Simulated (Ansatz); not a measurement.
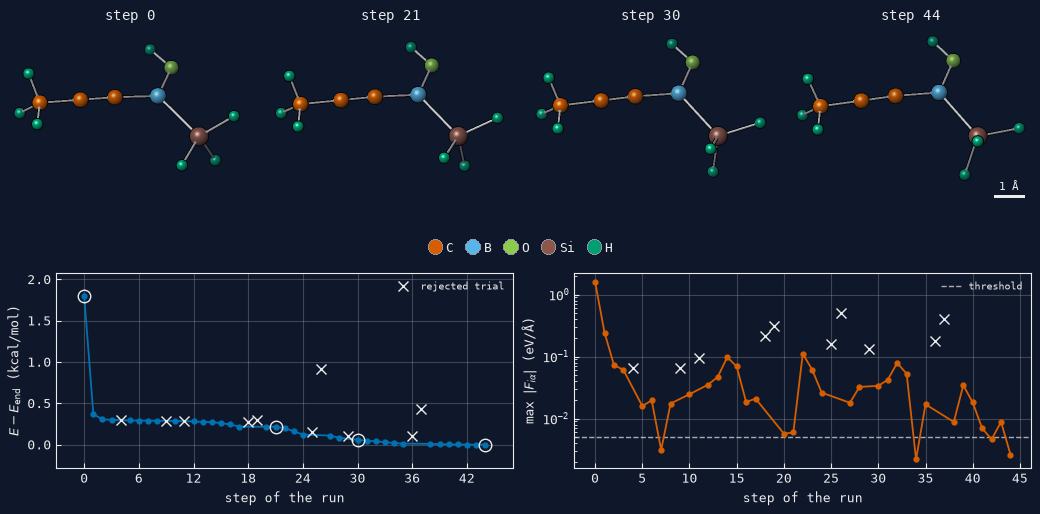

Frames of a relaxation of C3H7BOSi, marked on the history of the run. A ball-and-stick model, seen from a free direction.

The start comes from PBE-D4/def2-SVP.

The calculation used RKS PBE0-D4/def2-TZVP in Ansatz 0.2.0.

The input:
```yaml
crystal:
  periodic: [false, false, false]
  atoms:
    - {symbol: C, position_ang: [0.322382, -2.365364, 1.781608]}
    - {symbol: C, position_ang: [0.375553, -1.156854, 0.977216]}
    - {symbol: C, position_ang: [0.420299, -0.127976, 0.295775]}
    - {symbol: B, position_ang: [0.406347, 1.129938, -0.567313]}
    - {symbol: O, position_ang: [1.467805, 1.994621, -0.604567]}
    - {symbol: Si, position_ang: [-1.200551, 1.613154, -1.730803]}
    - {symbol: H, position_ang: [1.246001, -2.970108, 1.662574]}
    - {symbol: H, position_ang: [-0.542864, -3.004640, 1.507962]}
    - {symbol: H, position_ang: [0.229385, -2.116384, 2.860012]}
    - {symbol: H, position_ang: [2.192549, 1.692452, -0.021455]}
    - {symbol: H, position_ang: [-2.294735, 0.579678, -1.659154]}
    - {symbol: H, position_ang: [-0.805360, 1.762109, -3.180811]}
    - {symbol: H, position_ang: [-1.796409, 2.934575, -1.306145]}
basis:
  gaussian: {orbitals: def2-TZVP}
hamiltonian: {xc: pbe0, dispersion: d4}
relax: {f_tol: 0.005, max_steps: 150}
```

Run as
```bash
ansatz run in.yaml --threads 4 --pin off --events-out ev --progress --plain --max-ram 10444MiB
```

Describe the path.

The atom that moves furthest after the best rigid fit is H13 (1.26 Å). Largest moves by element: H 1.26 Å, O 0.39 Å, C 0.19 Å, B 0.17 Å, Si 0.04 Å. Near-neighbour distances that change, for instance: C2–C3 1.235 → 1.211 Å, C1–H7 1.110 → 1.093 Å, Si6–H11 1.507 → 1.491 Å, O5–H10 0.978 → 0.963 Å. Among the angles between lasting bonds that change: B4–Si6–H11 112.5° → 110.0°, O5–B4–Si6 116.4° → 118.7°. Groups turn about B4–Si6 by about 60°. The energy falls by 1.79 kcal/mol in 34 accepted moves (44 points after the start). Largest force component: 1.6 eV/Å at the start, 0.0026 eV/Å at the end. The line search rejected the trial steps at points 4, 9, 11, 18, 19, 25, 26, 29 and more of the run. The forces were under the threshold at step 7, but the run went on from there. The run took 94 s on 4 threads of Intel Xeon 6975P-C, on a shared host. From step 0 to 21: H13 moves most (0.42 Å), energy −1.58 kcal/mol. From step 21 to 30: H13 moves most (0.48 Å), energy −0.16 kcal/mol. From step 30 to 44: H atoms move most (0.38 Å), energy −0.06 kcal/mol.

```tsv
step	E − E(0), kcal/mol	largest force component, eV/Å	note
0	0.00	1.6172	
1	-1.42	0.2440	
2	-1.49	0.0731	
3	-1.49	0.0610	
4	-1.49	0.0666	rejected
5	-1.50	0.0159	
6	-1.50	0.0196	
7	-1.50	0.0031	
8	-1.50	0.0175	
9	-1.50	0.0643	rejected
10	-1.51	0.0247	
12	-1.51	0.0354	
14	-1.52	0.0977	
15	-1.53	0.0692	
17	-1.57	0.0210	
19	-1.49	0.3070	rejected
21	-1.58	0.0060	
23	-1.63	0.0613	
24	-1.67	0.0262	
26	-0.88	0.5051	rejected
28	-1.71	0.0324	
30	-1.73	0.0337	
31	-1.75	0.0422	
33	-1.76	0.0528	
35	-1.78	0.0170	
37	-1.36	0.4113	rejected
39	-1.79	0.0345	
40	-1.79	0.0182	
42	-1.79	0.0046	
44	-1.79	0.0026
```
